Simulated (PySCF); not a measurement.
System: C$_{2}$H$_{6}$N (SMILES C[N-]C) (charge −1).

```yaml
atoms:
  - { symbol: C, position_ang: [1.1905, -0.0367, 0.5844] }
  - { symbol: N, position_ang: [0.3427, 0.8126, -0.1350] }
  - { symbol: C, position_ang: [-0.8987, 0.1929, -0.3154] }
  - { symbol: H, position_ang: [2.1920, 0.4133, 0.7525] }
  - { symbol: H, position_ang: [0.8124, -0.3347, 1.6231] }
  - { symbol: H, position_ang: [-1.4462, -0.0879, 0.6499] }
  - { symbol: H, position_ang: [-1.6086, 0.8317, -0.8827] }
  - { symbol: H, position_ang: [-0.8671, -0.8030, -0.8782] }
  - { symbol: H, position_ang: [1.3901, -1.0519, 0.0953] }
```

Geometry: PBE0-D3(BJ)/ma-def2-SVP.

Computed with DFT single point, gas phase, functional wB97X (PySCF).

**What can the converged electron density and electron localisation function tell about the bonding?**

C–N (1.40 Å): the density is about 2.2 e/Å³ at the midpoint; the ELF peaks at about 0.90 between the atoms, as expected for a covalent bond.
C–H (1.11 Å): ρ at the midpoint is about 1.9 e/Å³; the ELF climbs to about 1 towards the hydrogen, as it does in any bond to H; a covalent bond by its length.

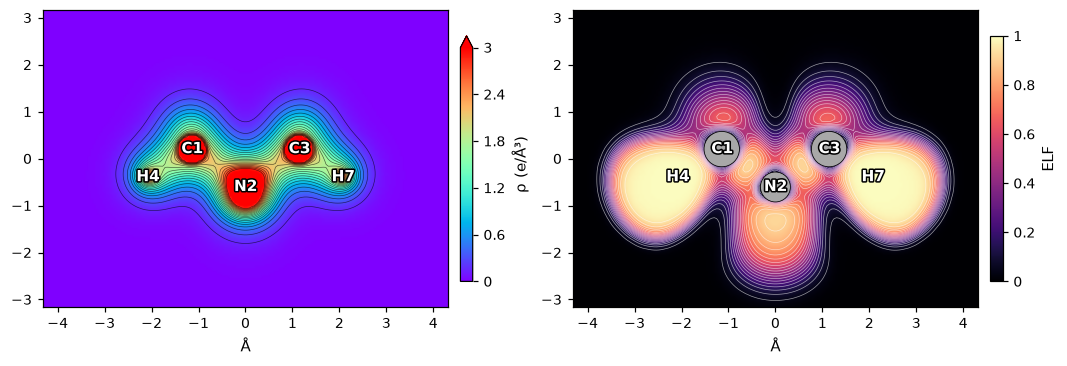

Computed electron density and electron localisation function on the plane of atoms N2, C3 and H7, in this order. Grey discs cover the atomic cores in the ELF map. 
